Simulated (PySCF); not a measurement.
# Atomic calculation for Br⁷⁺

Br⁷⁺, configuration 1s2 2s2 2p6 3s2 3p6 3d10, multiplicity 1. Computed at this level: unrestricted M06-2X, x2c-SVPall, spin-free X2C-1e, Gaussian nucleus (PySCF).

## Outcome

| quantity | value |
| --- | --- |
| outcome | converged |
| total energy | −2592.4790 hartree |
| SCF iterations | 5 |
| hardware | 1 thread of Arm Neoverse V1, 23 GiB of memory available, shared host |
| wall time | 0.9 s |

## What is odd here

This input holds a deliberate oddity: basis of the neutral atom used for a highly charged ion. The program ran to the end. Its numbers are those of this setting; this run alone doesn't show how far the oddity moves them.

## The input
```python
from pyscf import gto, scf, dft, mp, cc
import basis_set_exchange as bse
mol = gto.M(atom="Br 0 0 0", charge=7, spin=0, symmetry="D2h",
            basis=gto.basis.parse(bse.get_basis("x2c-SVPall", elements=["Br"], fmt="nwchem", header=False)),
            nucmod="G")
mf = dft.UKS(mol, xc="M062X").sfx2c1e()
mf.irrep_nelec = {'Ag': (5, 5), 'B1g': (1, 1), 'B2g': (1, 1), 'B3g': (1, 1), 'B1u': (2, 2), 'B2u': (2, 2), 'B3u': (2, 2)}
mf.kernel()
```

The script is an equivalent of what the driver set up; the driver started from orbitals of its own, so the log can be shorter than this script's would be, and it computed the properties (radii, ⟨L²⟩, response) afterwards. It held the occupations shell by shell, which the script's counts by irreducible representation don't always enforce.

Launched within a batch (the task file carries these settings):
```bash
OMP_NUM_THREADS=1 python <driver script> TASK.json OUT
```

## The program's output (extracts)
```
damping factor = 0
level_shift factor = 0
DIIS = <class 'pyscf.scf.diis.CDIIS'>
diis_start_cycle = 1
diis_space = 10
diis_damp = 0
SCF conv_tol = 1e-09
SCF conv_tol_grad = None
number electrons alpha = 14  beta = 14
XC functionals = M062X
    Y. Zhao and D. G. Truhlar.,  Theor. Chem. Acc. 120, 215 (2008)
    Y. Zhao and D. G. Truhlar.,  Theor. Chem. Acc. 120, 215 (2008)
cycle= 1 E= -2592.47892206677  delta_E= -0.00171  |g|= 0.0159  |ddm|= 0.0447
cycle= 2 E= -2592.47894495077  delta_E= -2.29e-05  |g|= 0.00743  |ddm|= 0.00477
cycle= 3 E= -2592.47895070456  delta_E= -5.75e-06  |g|= 0.00018  |ddm|= 0.0016
cycle= 4 E= -2592.47895070859  delta_E= -4.03e-09  |g|= 1.54e-06  |ddm|= 4.66e-05
cycle= 5 E= -2592.47895070859  delta_E= 9.09e-13  |g|= 3.03e-08  |ddm|= 4.17e-07
converged SCF energy = -2592.47895070859  <S^2> = 7.1054274e-15  2S+1 = 1
```

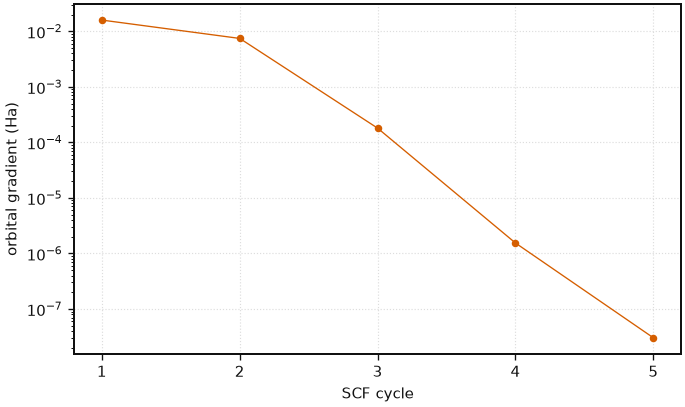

Fig. 1: Convergence: orbital gradient against the SCF cycle. The residual falls at every step. It goes from 0.016 to 3.0×10⁻⁸ in 5 steps.

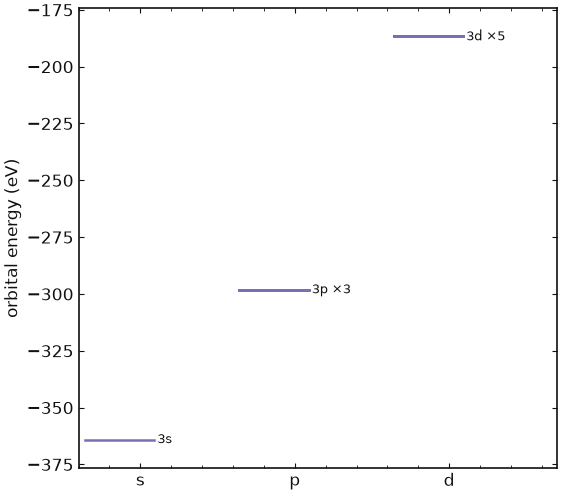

Fig. 2: Orbital energies of the mean field, from the top down to −364.1 eV, by angular momentum; ×n counts the orbitals under one label. The highest filled orbital is 3d at −186.7 eV, the lowest empty one s at −106.4 eV.
